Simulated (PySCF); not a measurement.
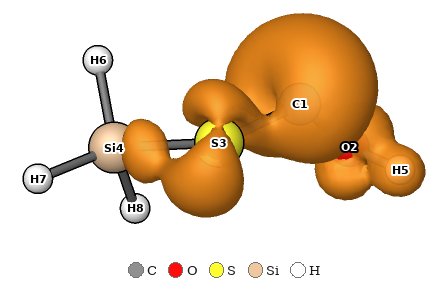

Figure 1: CH4OSSi (triplet). Isosurface of the spin density at +0.04 e/Å³ (orange), seen from one side.

Geometry: PBE0-D3(BJ)/def2-SVP.

These are results of PySCF 2.14.0, density-fitted response routines, UKS B3LYP, IGLO-III on C O S Si, pcH-1 on H, non-relativistic, mean-field spin-orbit, GIAO, not measurements.

```yaml
atoms:
  - { symbol: C, position_ang: [-1.4953, 0.2650, 0.5350] }
  - { symbol: O, position_ang: [-2.2195, -0.1790, -0.4811] }
  - { symbol: S, position_ang: [-0.0858, 1.2791, 0.5085] }
  - { symbol: Si, position_ang: [1.4275, -0.2269, 0.1019] }
  - { symbol: H, position_ang: [-2.9035, 0.4633, -0.7315] }
  - { symbol: H, position_ang: [1.4247, -1.2527, 1.1830] }
  - { symbol: H, position_ang: [2.7314, 0.4984, 0.0704] }
  - { symbol: H, position_ang: [1.1660, -0.8762, -1.2146] }
```

### Which atoms carry the spin?

The unpaired spin (2 electrons) lies mostly on C1 (about 1.3), S3 (about 0.3), O2 (about 0.2) and Si4 (about 0.1), in electrons by Hirshfeld's partition.
